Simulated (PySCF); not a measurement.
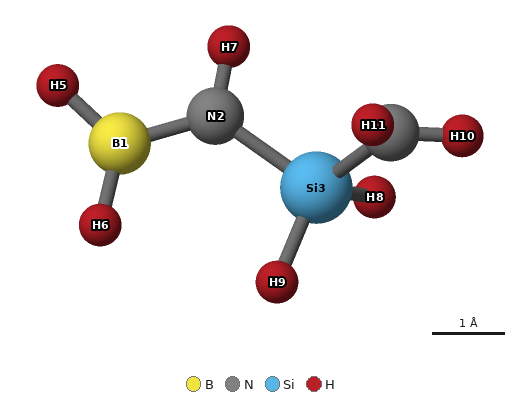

**Figure 1.** The structure as given in the input (ball-and-stick view, seen at a tilt; atoms are numbered from 1 in the order of the input). Bond lengths as drawn: B–H 1.21 Å, B–N 1.40 Å, H–N 1.01 to 1.02 Å, H–Si 1.49 Å and N–Si 1.72 to 1.76 Å.

## BSiN$_{2}$H$_{7}$: one change and its effect

System: BSiN$_{2}$H$_{7}$, SMILES BN[SiH2]N.
Method of run 1: TDDFT PBE0/6-31G*, vertical, gas phase, core orbitals frozen in the response (PySCF 2.14.0).

The geometry comes from this level: PBE0-D3(BJ)/def2-SVP. Text and figures count atoms from 1; the logs count them from 0 in places.

### The input, run 1
```
{"job": {"kind": "uv", "xc": "PBE0", "basis": "6-31G*"}, "charge": 0, "multiplicity": 1}
B      2.043274     0.141229    -0.485978
N      0.876316     0.234783     0.283384
Si    -0.647944    -0.607242     0.028421
N     -1.938371     0.533155     0.047023
H      3.020739     0.785849    -0.175205
H      2.057001    -0.582839    -1.456557
H      0.899088     0.866168     1.080684
H     -0.954927    -1.544618     1.150404
H     -0.442256    -1.371567    -1.236211
H     -2.824057     0.295326     0.476068
H     -2.052254     1.222810    -0.686576
```

The first line tells a small driver script what to run in PySCF; the rest is the geometry in Å.

Command:
```bash
OMP_NUM_THREADS=1 python <driver script> task.json out
```

Hardware: 1 CPU thread, shared host.

### Output (run 1)
```
coarse grid: 9176 points
cycle   1  E = -427.7953926947  dE =  1.192e-01  |g| = 4.960e-01  |ddm| = 2.786e+00
cycle   2  E = -427.7599241788  dE =  3.547e-02  |g| = 6.371e-01  |ddm| = 8.634e-01
cycle   3  E = -427.8503576731  dE = -9.043e-02  |g| = 6.060e-02  |ddm| = 5.260e-01
cycle   4  E = -427.8512756317  dE = -9.180e-04  |g| = 2.050e-02  |ddm| = 6.921e-02
cycle   5  E = -427.8513702881  dE = -9.466e-05  |g| = 7.712e-03  |ddm| = 1.986e-02
cycle   6  E = -427.8513832265  dE = -1.294e-05  |g| = 1.605e-03  |ddm| = 6.926e-03
cycle   7  E = -427.8513838905  dE = -6.640e-07  |g| = 1.907e-04  |ddm| = 1.644e-03
final grid: 82728 points
cycle   8  E = -427.8110671350  dE = -1.021e-05  |g| = 7.529e-03  |ddm| = 1.317e-02
cycle   9  E = -427.8110549740  dE =  1.216e-05  |g| = 1.069e-02  |ddm| = 1.375e-02
cycle  10  E = -427.8110801053  dE = -2.513e-05  |g| = 6.726e-04  |ddm| = 7.885e-03
cycle  11  E = -427.8110802272  dE = -1.219e-07  |g| = 1.653e-04  |ddm| = 6.468e-04
cycle  12  E = -427.8110802324  dE = -5.163e-09  |g| = 7.511e-05  |ddm| = 1.772e-04
cycle  13  E = -427.8110802337  dE = -1.313e-09  |g| = 1.080e-05  |ddm| = 6.482e-05
cycle  14  E = -427.8110802337  dE = -3.308e-11  |g| = 1.796e-06  |ddm| = 1.371e-05
converged SCF energy = -427.8110802337

Static polarisability (au): isotropic 46.557, principal 37.186 42.736 59.750

Singlet excitations
state   eV       nm        f      main configurations
  1   6.7924    182.5   0.01873   H->L 0.90
  2   7.0926    174.8   0.00451   H-2->L 0.82, H-1->L 0.13
  3   7.3848    167.9   0.02250   H->L+1 0.84
  4   7.8039    158.9   0.01684   H->L+2 0.69, H-1->L 0.15
  5   7.9098    156.7   0.32404   H-1->L 0.65, H->L+2 0.18, H-2->L 0.10
  6   8.5124    145.7   0.00996   H-1->L+2 0.79, H-1->L+1 0.11
  7   8.6971    142.6   0.00674   H-1->L+1 0.73, H-1->L+2 0.13
  8   8.9040    139.2   0.00505   H-2->L+1 0.90
  9   8.9577    138.4   0.02639   H-3->L 0.74, H-4->L 0.14
 10   9.1223    135.9   0.00408   H-2->L+2 0.76

Triplet excitations (Tamm-Dancoff, eV): 6.0178 6.3872 6.5100 7.1174
```

For run 2 the input was changed thus:
```diff
-"basis": "6-31G*"
+"basis": "def2-SVP"
```

How does run 2 compare with run 1?

The total energy of run 2 is 103.1 kcal/mol higher, which measures the change of basis and not a stability. The HOMO goes from −7.38 to −7.46 eV. The LUMO goes from 0.52 to 0.23 eV. The dipole moment goes from 2.68 to 2.71 D. The lowest excitation goes from 6.79 to 6.63 eV. The strongest computed line goes from 7.91 to 7.78 eV. The number of SCF iterations is the same. The basis functions go from 74 to 95.

### Output (run 2)
```
coarse grid: 9176 points
cycle   1  E = -427.5479189336  dE =  9.525e-02  |g| = 4.825e-01  |ddm| = 3.084e+00
cycle   2  E = -427.5143702112  dE =  3.355e-02  |g| = 6.212e-01  |ddm| = 8.865e-01
cycle   3  E = -427.5996933338  dE = -8.532e-02  |g| = 5.919e-02  |ddm| = 5.308e-01
cycle   4  E = -427.6005673173  dE = -8.740e-04  |g| = 2.198e-02  |ddm| = 7.332e-02
cycle   5  E = -427.6006767200  dE = -1.094e-04  |g| = 7.742e-03  |ddm| = 2.207e-02
cycle   6  E = -427.6006898143  dE = -1.309e-05  |g| = 1.614e-03  |ddm| = 7.407e-03
cycle   7  E = -427.6006905044  dE = -6.901e-07  |g| = 1.843e-04  |ddm| = 1.769e-03
final grid: 82728 points
cycle   8  E = -427.6467942666  dE = -1.227e-05  |g| = 7.050e-03  |ddm| = 1.573e-02
cycle   9  E = -427.6467830880  dE =  1.118e-05  |g| = 1.009e-02  |ddm| = 1.318e-02
cycle  10  E = -427.6468054601  dE = -2.237e-05  |g| = 6.464e-04  |ddm| = 7.689e-03
cycle  11  E = -427.6468055693  dE = -1.093e-07  |g| = 1.621e-04  |ddm| = 6.675e-04
cycle  12  E = -427.6468055745  dE = -5.197e-09  |g| = 6.523e-05  |ddm| = 1.782e-04
cycle  13  E = -427.6468055756  dE = -1.049e-09  |g| = 8.450e-06  |ddm| = 6.284e-05
cycle  14  E = -427.6468055756  dE = -1.182e-11  |g| = 1.852e-06  |ddm| = 1.248e-05
converged SCF energy = -427.6468055756

Static polarisability (au): isotropic 49.686, principal 40.769 45.084 63.206

Singlet excitations
state   eV       nm        f      main configurations
  1   6.6284    187.0   0.01447   H->L 0.93
  2   6.9094    179.4   0.00432   H-2->L 0.71, H-1->L 0.24
  3   7.2887    170.1   0.01514   H->L+1 0.95
  4   7.7814    159.3   0.25672   H-1->L 0.68, H-2->L 0.23
  5   7.8845    157.3   0.07408   H->L+2 0.88
  6   8.5583    144.9   0.01300   H-1->L+2 0.64, H-1->L+1 0.11, H-2->L+2 0.08
  7   8.6534    143.3   0.00440   H-1->L+1 0.39, H->L+4 0.20, H->L+3 0.20
  8   8.7711    141.4   0.03275   H-3->L 0.60, H->L+3 0.13, H-4->L 0.09
  9   8.8142    140.7   0.01232   H-1->L+1 0.40, H-1->L+2 0.13, H->L+4 0.12
 10   8.9676    138.3   0.00899   H-2->L+1 0.82

Triplet excitations (Tamm-Dancoff, eV): 5.9322 6.1920 6.4697 6.9405
```

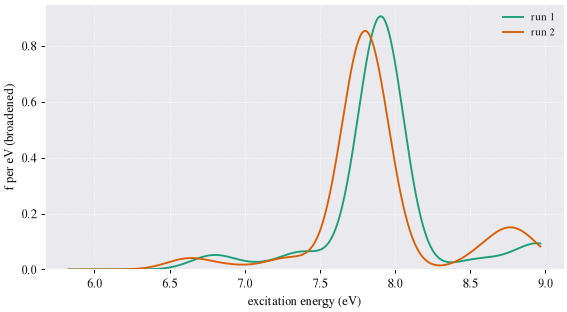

**Figure 2.** Absorption of the two runs from their computed states, each broadened by a Gaussian of 0.35 eV full width; the range ends where the shorter list of states ends.

### The two runs side by side

```csv
quantity,run 1,run 2
outcome,converged,converged
total energy (hartree),−427.811080,−427.646806
HOMO (eV),−7.38,−7.46
LUMO (eV),0.52,0.23
dipole moment (D),2.68,2.71
lowest excitation (eV),6.79,6.63
SCF iterations,14,14
strongest computed line (eV),7.91,7.78
basis functions,74,95
wall time (shared host),6.1 s,7.7 s
```
